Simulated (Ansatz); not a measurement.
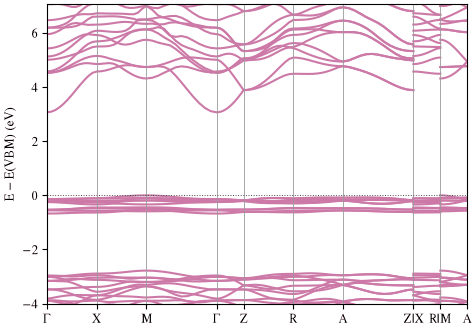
Figure: Band structure from r²SCAN in the plane-wave PAW code Ansatz

Read off the gap and where the band edges lie.

About 3.1 eV (3.07 eV by a search for the band edges); maximum at M, minimum at Γ.

Which of these materials gives this?
(A) AlGaN2, P-4m2 (Al on 1c, Ga on 1a, N on 2g)
(B) TeO2, P4_12_12 (Te on 4a, O on 8b)
(C) BaCdAsF, P4/nmm (Ba on 2c, Cd on 2b, As on 2c, F on 2a)
(D) AlCuCl4, P-42c (Al on 2d, Cu on 2e, Cl on 8n)

D, AlCuCl4, P-42c (Al on 2d, Cu on 2e, Cl on 8n)

The workflow started from a Materials Project entry (that database holds measured and hypothetical structures alike); the Crystallography Open Database copy checked does not list it. COD files the formula under space group No. 33. Whether it is the stable phase at ambient conditions was not checked. The r²SCAN relaxation kept the symmetry of its start; whether a distortion lowers the energy is not shown. No spin polarisation was allowed.

Potentials: the later of the program's two PAW sets.
